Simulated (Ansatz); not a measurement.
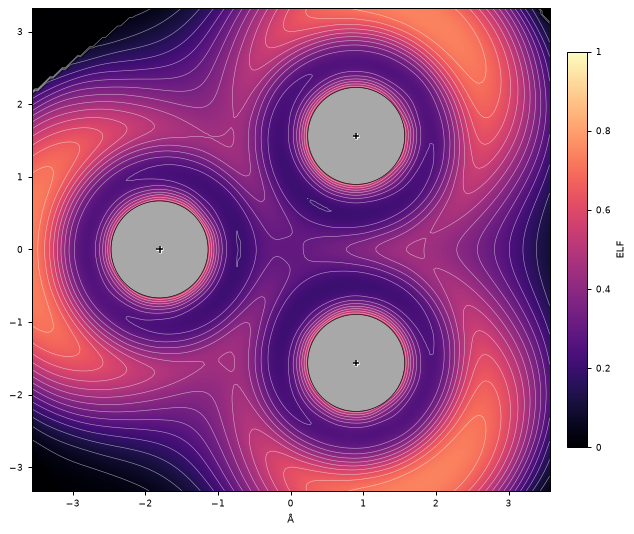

The electron localisation function on a plane through atoms (crosses mark nuclei in the plane; grey discs cover the cores).

Level of theory: UKS PBE0-D4/def2-TZVPD (Ansatz).

Candidates:
A. In···In···In (charge −1, quintet)
B. Ga···Ga···Ga (charge −1, quintet)
C. Si9 (charge −1, doublet)

Question: Which system is this?

Answer: Candidate A: In···In···In on the molecular plane, which holds In. In1···In3 (3.13 Å): the ELF dips to about 0.20 between them. In–In (3.13 Å): the ELF is about 0.35 at the midpoint.
